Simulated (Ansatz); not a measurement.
**A computed series for KTaO3: response to strain**

The reference is KTaO₃ in the cubic perovskite structure (space group Pm-3m, No. 221; a = 3.9520 Å).

Strains are applied to the cell and any free atomic positions relax.

Calculations: Ansatz (a program for electronic structure), LDA, PAW, cutoff 420 eV, no SOC.

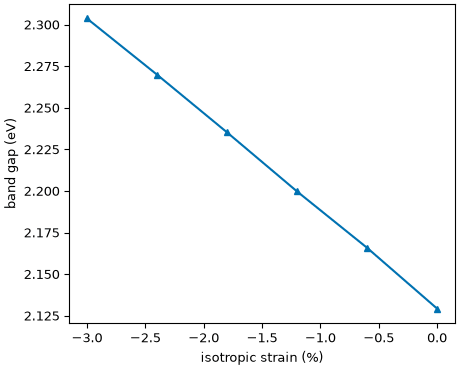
Band gap against isotropic strain

Q: From the plot, what is the band gap for isotropic strain −0.60 %?

A: About 2.17 eV.

Q: Is the trend monotonic over the range shown?

A: Yes, it falls throughout, spanning 2.13 eV to 2.30 eV.

Spin-orbit coupling, missing from the scalar runs, can matter with Ta. Gaps are read on the SCF mesh and a high-symmetry path. Stability against distortions was not tested.
